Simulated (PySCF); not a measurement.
```xyz
13

C     2.1304   -1.3807    0.4513
C     1.7131   -0.2536    0.4379
C     1.2464    1.0758    0.4388
C     0.0563    1.4407   -0.0468
Si   -1.1965    0.2608   -0.8117
N    -1.5779   -1.1605    0.0719
F    -2.5860    1.0842   -0.8348
H     2.4981   -2.3635    0.4596
H     1.9334    1.7962    0.8715
H    -0.1992    2.4919    0.0026
H    -0.8965   -0.0938   -2.1898
H    -2.2902   -1.1172    0.7830
H    -0.8358   -1.7797    0.3487
```

Geometry: GFN2-xTB.

All numbers below come from PySCF 2.14.0, PBE0/pcSseg-1, SCF density, gas phase, non-relativistic.

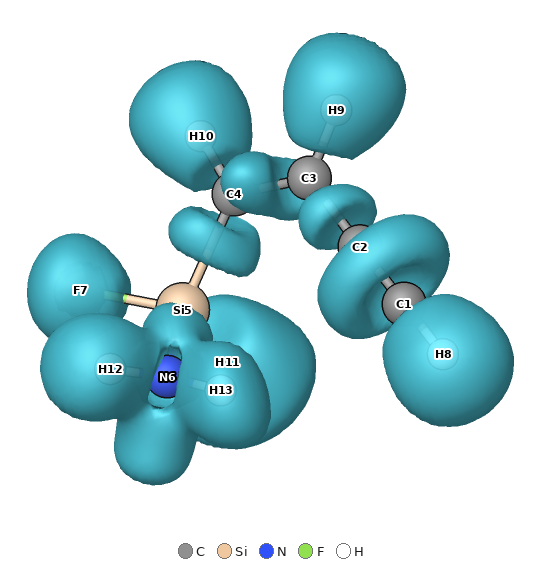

C4H6FNSi. Isosurface of the ELF at 0.75 (cyan), seen at a tilt. Core shells and regions of very low density are left out.

What do the ELF domains correspond to?

At this value the surface marks out three regions between bonded C–C atoms (shared pairs), one region between bonded C–Si atoms (shared pairs), four regions around hydrogen nuclei, one region wrapped around F (its lone pairs, merged into a ring or cap) and one joined region spread over several atoms (H, N), in which their bonds and any lone pairs are merged. Along the contacts the grid gives the following. C–C (1.20 Å): the ELF peaks at about 0.85 between the atoms: a multiple bond. Si–F (1.62 Å): the ELF peaks at about 0.85 in the valence shell of F, 0.6 Å from its nucleus, and is about 0.50 at the midpoint.
